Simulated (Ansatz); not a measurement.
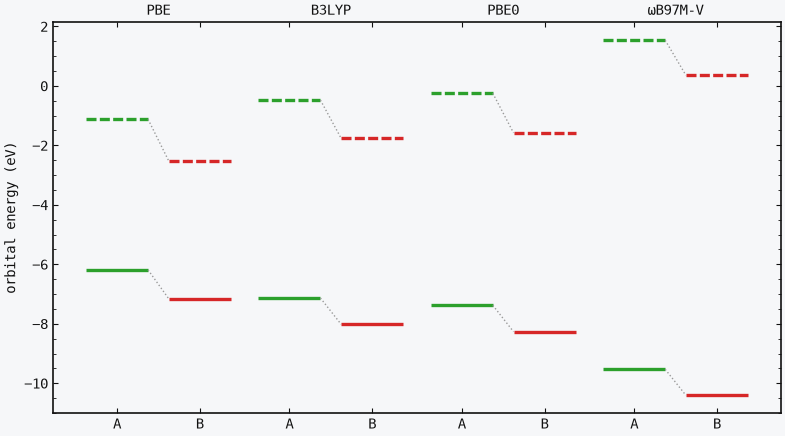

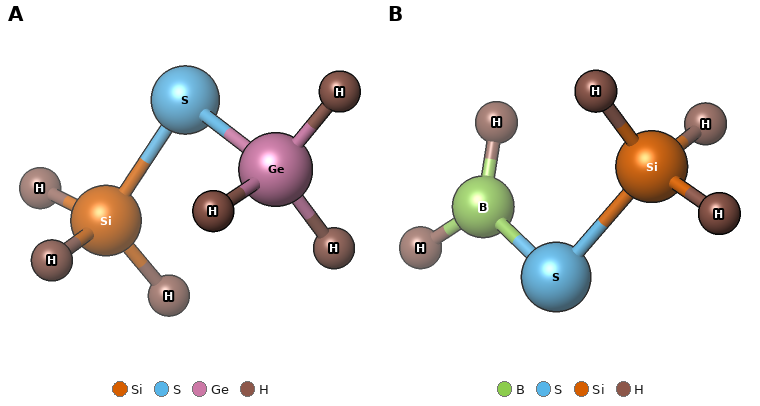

One change: A, GeSiH₆S (SMILES [SiH3][S][GeH3]), becomes B, BSiH₅S (SMILES BS[SiH3]). GeH₃ on S is replaced by BH₂. HOMO (solid) and LUMO (dashed) computed in def2-TZVPP at PBE0-D4/def2-TZVP geometries, both minima by their frequencies, gas phase, the Ansatz code. Empty levels above zero depend strongly on the basis.

Q: What does the change do to HOMO and LUMO?

A: PBE: the HOMO falls by 0.97 eV, the LUMO falls by 1.40 eV, and the separation goes from 5.06 to 4.63 eV. B3LYP: the HOMO falls by 0.88 eV, the LUMO falls by 1.29 eV, and the separation goes from 6.66 to 6.26 eV. PBE0: the HOMO falls by 0.89 eV, the LUMO falls by 1.33 eV, and the separation goes from 7.13 to 6.69 eV. ωB97M-V: the HOMO falls by 0.87 eV, the LUMO falls by 1.18 eV, and the separation goes from 11.07 to 10.76 eV.

Q: Do the functionals agree on the effect?

A: They agree on the direction for both levels; the HOMO shift lies between −0.97 and −0.87 eV and the LUMO shift between −1.40 and −1.18 eV, while the separations themselves differ by up to 6.1 eV between functionals.
